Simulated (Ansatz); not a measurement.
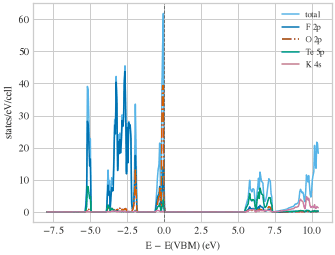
Total and projected density of states of K2TeOF4 in space group Cmcm (No. 63; Pearson symbol oS32), DFT-r²SCAN in the program Ansatz with PAW potentials

Q: Which orbitals carry the states next to the gap?

A: Top 1 eV of the valence band: O 2p 57 %, F 2p 26 %, Te 5p 8 %, Te 5s 6 %. Bottom 1 eV of the conduction band: Te 5p 57 %, F 2p 16 %, K 4s 7 %, O 2p 7 %, outside the projected shells 6 %. Projections are on Löwdin-orthogonalised atomic valence shells; empty p or d shells of many metals are not among them.

The first step of the workflow began from a Materials Project structure, measured or hypothetical; the Crystallography Open Database files this formula in space group No. 63, but the cells were not matched. Its standing as an ambient phase is unchecked. Symmetry was held in the r²SCAN relaxation; its stability against distortions is not shown here. Scalar-relativistic: spin–orbit coupling is off unless named, which matters more the heavier the elements.

Potentials: the later of the program's two PAW sets.
